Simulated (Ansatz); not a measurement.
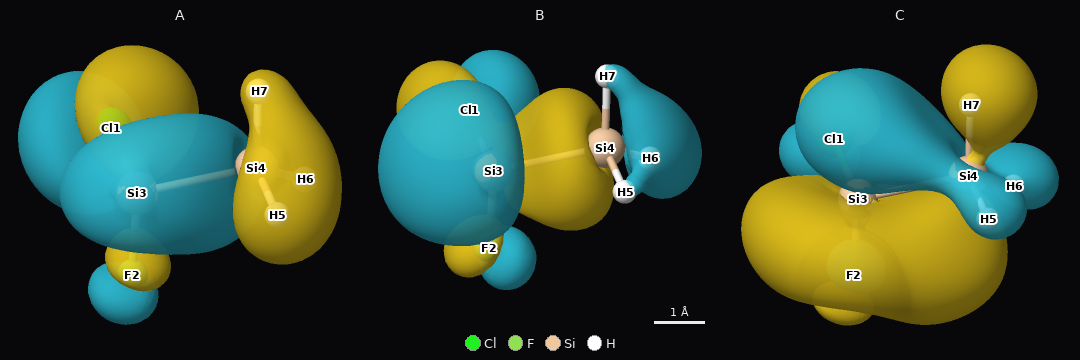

Figure 1: ClFH3Si2 (SMILES F[Si]([SiH3])Cl) (doublet). Three frontier orbitals at ±0.06 Å⁻³ᐟ² (yellow and cyan are the two phases), in no order.

Geometry: PBE0-D3(BJ)/def2-SVP.

Method: Ansatz, isolated molecule in a Gaussian basis; Kohn-Sham density functional theory, functional PBE0.

```xyz
7

Cl    1.9881    0.2271    0.8001
F    -0.4998    1.4227   -0.3442
Si    0.0229   -0.0268    0.1877
Si    0.0344   -1.5440   -1.6227
H    -1.3633   -1.7270   -2.1129
H     0.9054   -1.0314   -2.7232
H     0.5668   -2.8368   -1.1010
```

Q: Order the three orbitals by energy and name them. All are α orbitals.

A: A is the HOMO−1 (α) (−9.39 eV). It lies mainly on Cl1 (about 50 %), Si3 (about 25 %) and Si4 (about 15 %). B is the HOMO (α) (−6.54 eV). It lies mainly on Si3 (about 60 %), Si4 (about 15 %) and Cl1 (about 15 %). C is the LUMO (α) (−0.80 eV). It lies mainly on Si3 (about 50 %), Si4 (about 25 %), F2 (about 10 %), Cl1 (about 5 %) and H7 (about 5 %).

Q: What is the gap between the highest occupied and lowest empty α orbitals?

A: 5.74 eV between the orbital energies.
